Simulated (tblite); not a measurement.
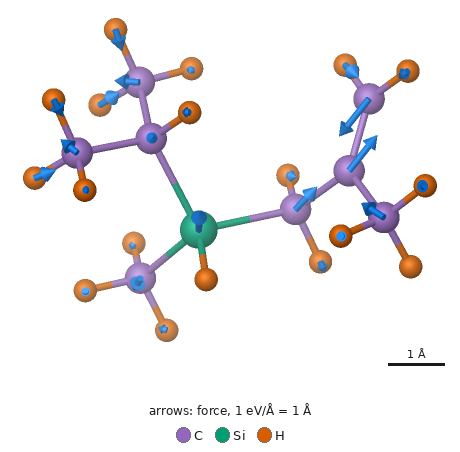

Starting geometry of C$_{8}$H$_{18}$Si with the computed forces as blue arrows. A ball-and-stick model, seen at a tilt.

These are results of tblite 0.8.0, GFN2-xTB geometry optimisation, gas phase, not measurements. 

**What follows when this structure is relaxed?**

It isn't relaxed: the largest force vector, on a C atom, is 0.88 eV/Å. The final displacements have little in common with the starting forces (cosine between the two patterns 0.17). The atom that moves furthest after the best rigid fit is an H atom (0.23 Å). By element the largest moves are H 0.23 Å, C 0.16 Å, Si 0.02 Å. Near-neighbour distances that change, for instance: C–Si 1.874 → 1.903 Å, C–C 1.524 → 1.498 Å, C–H 1.108 → 1.088 Å, C–C 1.343 → 1.324 Å. Bond angles that change, for instance: C–C–Si 115.5° → 112.9°, C–C–C 117.7° → 115.5°, Si–C–H 105.8° → 108.0°. The energy falls by 9.58 kJ/mol in 86 geometry steps.
